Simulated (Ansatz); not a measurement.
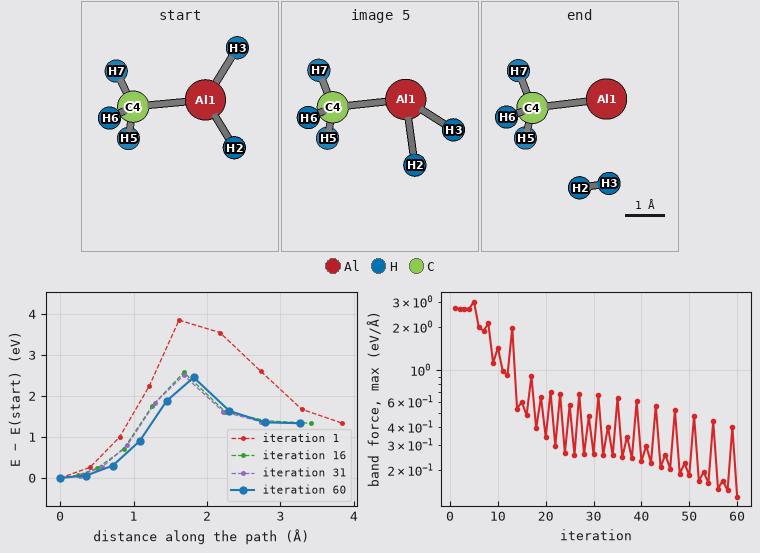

A search for the minimum-energy path of CH5Al by the nudged elastic band. Images are numbered from 0 (start) to 8 (end). The plot follows the band through its iterations. A ball-and-stick model, seen at a tilt.

Computed with RKS LDA/def2-SVP in Ansatz. Settings: 7 movable images; climbing image from the first iteration; force threshold 0.05 eV/Å; iteration limit 60; optimiser L-BFGS; starting path through a guess of the saddle point.

> Did the band converge, and can the barrier be trusted?

The result isn't final. The band hadn't converged when the run stopped after 60 iterations. The largest component of the band force went from 2.7 to 0.13 eV/Å. The barrier read from it is provisional, though the highest image hardly moved in the last two iterations. The first iteration put the highest image at 3.85 eV. The energy climbs by 2.45 eV to image 5 and then falls by 1.12 eV, so the end point sits at +1.33 eV.

The run took 2.9 min on 1 thread of Intel(R) Xeon(R) Platinum 8488C (Sapphire Rapids) (shared host), peak memory 0.11 GiB.
